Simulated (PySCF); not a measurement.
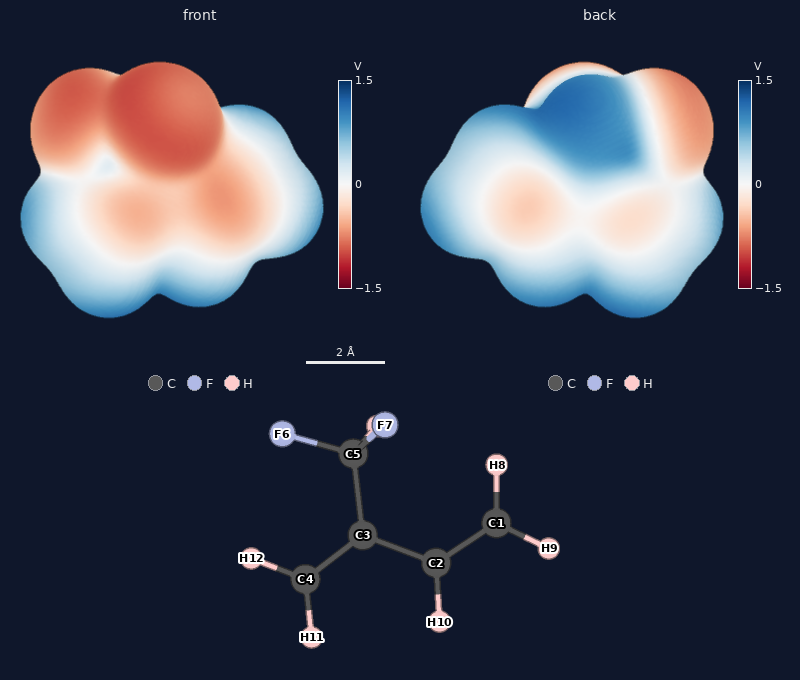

C$_{5}$H$_{6}$F$_{2}$ (SMILES C=CC(=C)C(F)F). The molecular electrostatic potential painted on the density surface at 0.002 e/bohr³, seen from the front and from behind; red is negative and blue positive. The bare structure is drawn below in the same view.

Geometry: GFN2-xTB.

These are results of PBE0/pcSseg-1, SCF density, gas phase, non-relativistic (PySCF), not measurements.

Input file:

```
{"job": {"kind": "nmr", "xc": "PBE0", "basis": "pcSseg-1"}, "charge": 0, "multiplicity": 1}
C      1.815397     0.830076     0.074261
C      1.135971    -0.225153     0.508290
C     -0.303543    -0.418787     0.412744
C     -0.914633    -1.482987     0.930147
C     -1.096850     0.648938    -0.303205
F     -2.399536     0.308981    -0.444538
F     -1.092734     1.818949     0.390925
H      1.347686     1.675780    -0.399309
H      2.882998     0.889565     0.196827
H      1.659750    -1.037785     0.993708
H     -0.356572    -2.250789     1.437258
H     -1.979623    -1.618169     0.860332
H     -0.702699     0.861867    -1.310944
```

Run with:

```sh
OMP_NUM_THREADS=1 python probes_run.py task.json out
```

Q: Where is the surface potential most negative and most positive?

A: The most negative region (about −1.0 V) lies over F7, the most positive (about +1.2 V) over H8, H11 and H13.
